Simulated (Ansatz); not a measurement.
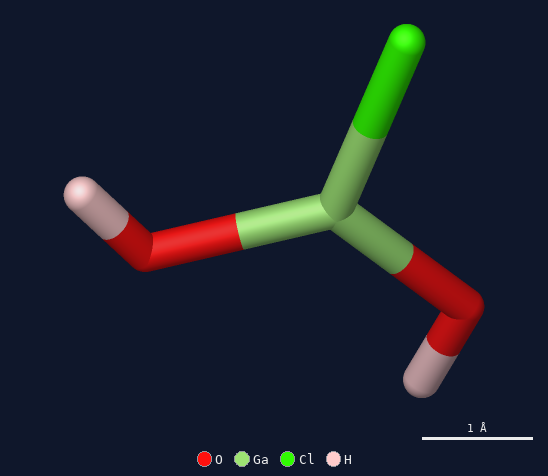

Description:

Formula ClGaH2O2. SMILES: `[OH][Ga]([OH])[Cl]`. The point group is Cs. All atoms lie on one plane. Coordination: 2 O bent; 1 Ga trigonal planar.

More results for the same structure follow; atom numbers are the same in all pictures, views and colours differ. The geometry was computed by an optimisation with PBE0-D4/def2-TZVP.

### Shape

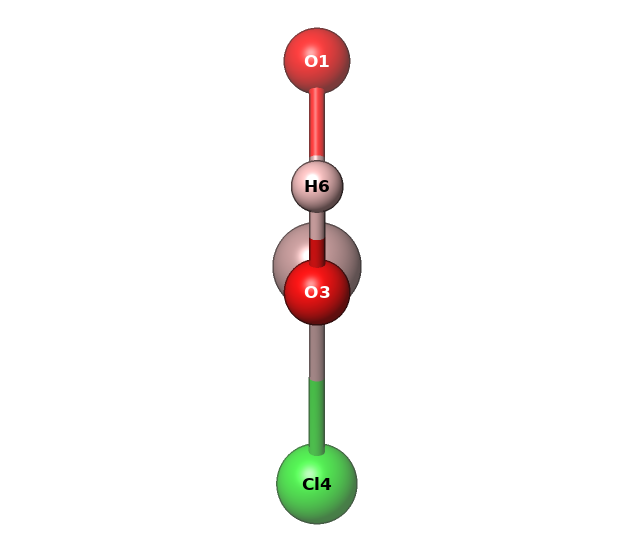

Ga2 lies behind O3. The molecule seen nearly along the O3–Ga2 bond, O3 in front. Atoms fade into the background with distance from the viewer.

What is the torsion angle H6–O3–Ga2–Cl4? The sign is positive where the front bond must turn clockwise to cover the back bond.

180°, antiperiplanar (anti).

### Charges

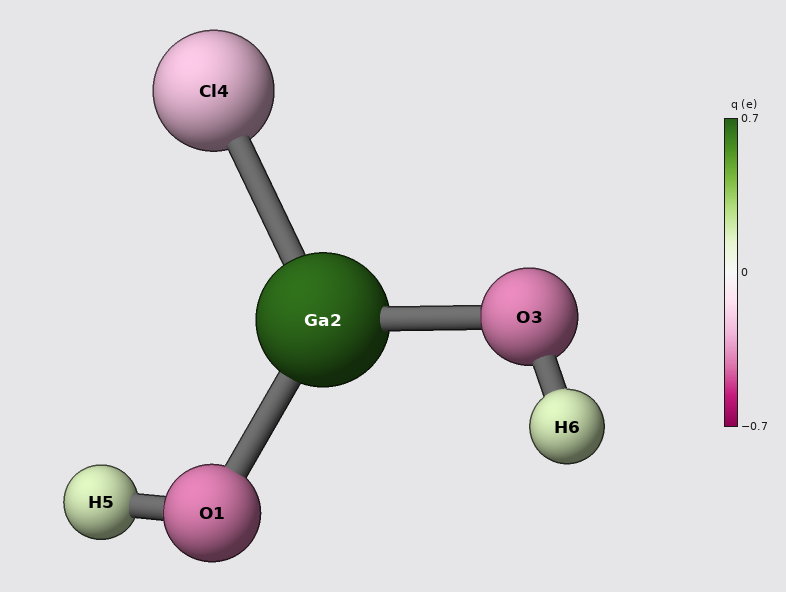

Atoms are coloured by their Mulliken charges. Properties computed with RKS ωB97M-V/def2-TZVPP (Ansatz 0.2.0).

Which atom carries the highest charge (most positive or least negative)?

Ga2 (0.67 e).

And the lowest?

O1 (−0.40 e).

Give the Mulliken charges atom by atom.

```json
{"atom": "O1", "value (e)": "−0.40"}
{"atom": "Ga2", "value (e)": "0.67"}
{"atom": "O3", "value (e)": "−0.39"}
{"atom": "Cl4", "value (e)": "−0.24"}
{"atom": "H5", "value (e)": "0.18"}
{"atom": "H6", "value (e)": "0.18"}
```

### Electronic properties

Properties computed with RKS ωB97M-V/def2-TZVPP (Ansatz 0.2.0).

Predict the main results.

- dipole moment: 1.57 D
- HOMO energy (Kohn–Sham orbital): −11.56 eV
- LUMO energy (Kohn–Sham orbital): 0.64 eV
- HOMO–LUMO gap: 12.21 eV

### Vibrations

Harmonic vibrations computed with RKS PBE0-D4/def2-TZVP (Ansatz 0.2.0) at a stationary point of the same level.

How many vibrational modes are there, and where do they lie?

12 modes: 145, 172, 182, 338, 361, 429, 698, 743, 851, 877, 3888, 3898 cm⁻¹.

Mulliken values depend strongly on the basis set and can even reverse the polarity of a bond.
